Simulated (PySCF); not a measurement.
```yaml
atoms:
  - { symbol: C, position_ang: [2.2760, -2.0512, 0.4139] }
  - { symbol: N, position_ang: [1.6043, -1.0366, 0.7725] }
  - { symbol: C, position_ang: [1.0789, -0.1620, -0.1402] }
  - { symbol: C, position_ang: [0.8272, 1.2677, 0.2505] }
  - { symbol: C, position_ang: [-0.2747, 0.3273, -0.0128] }
  - { symbol: C, position_ang: [-1.3946, 0.3170, -1.0113] }
  - { symbol: C, position_ang: [-1.5751, -0.1898, 0.4198] }
  - { symbol: C, position_ang: [-1.7845, -1.6363, 0.6421] }
  - { symbol: H, position_ang: [2.5160, -2.2243, -0.6438] }
  - { symbol: H, position_ang: [2.5435, -2.7351, 1.1793] }
  - { symbol: H, position_ang: [1.4937, -0.3722, -1.1666] }
  - { symbol: H, position_ang: [1.0767, 2.0389, -0.4765] }
  - { symbol: H, position_ang: [1.1675, 1.5319, 1.2797] }
  - { symbol: H, position_ang: [-1.2867, -0.3725, -1.8248] }
  - { symbol: H, position_ang: [-1.8048, 1.3144, -1.2605] }
  - { symbol: H, position_ang: [-2.1880, 0.4148, 1.1445] }
  - { symbol: H, position_ang: [-0.9216, -2.1958, 0.2707] }
  - { symbol: H, position_ang: [-2.6736, -2.0523, 0.1803] }
  - { symbol: H, position_ang: [-1.8557, -1.8416, 1.6888] }
```

Geometry: GFN2-xTB, MD frame at 250 fs, 200 K.

Method: PBE0/pcSseg-1, SCF density, gas phase, non-relativistic (PySCF).

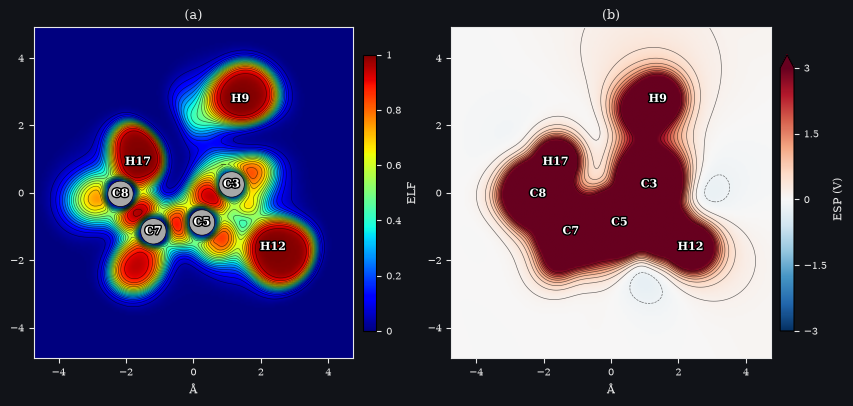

C$_{7}$H$_{11}$N. (a) electron localisation function; (b) molecular electrostatic potential on the plane of atoms C5, C7 and C8. Grey discs cover the atomic cores in the ELF map.

> Describe what can be read from this map.

- The section cuts through C and H sites.
- C–C (1.44 Å): the ELF peaks at about 0.90 between the atoms (a covalent bond).
- C–C (1.48 Å): the ELF peaks at about 0.95 between the atoms; localised, covalent bonding.
- The potential has no marked negative region in this plane.
